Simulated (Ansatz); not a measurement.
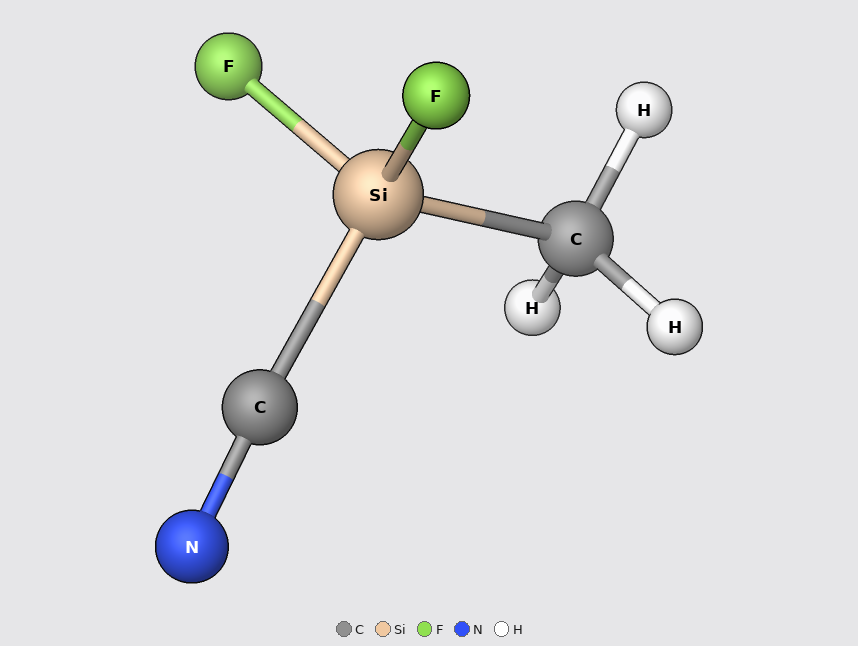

Ball-and-stick drawing of a structure.

Computed geometry: PBE-D4/def2-SVP optimisation. No frequency run is at hand to confirm it as a minimum.

Description:

It has 9 atoms: 2 carbon, 3 hydrogen, 2 fluorine, 1 nitrogen and 1 silicon (C2H3F2NSi). SMILES: `C[Si](F)(F)C#N`. It has no ring. Among its groups: nitrile. The point group is Cs. Coordination: 1 C tetrahedral; 1 Si tetrahedral; 1 C linear.
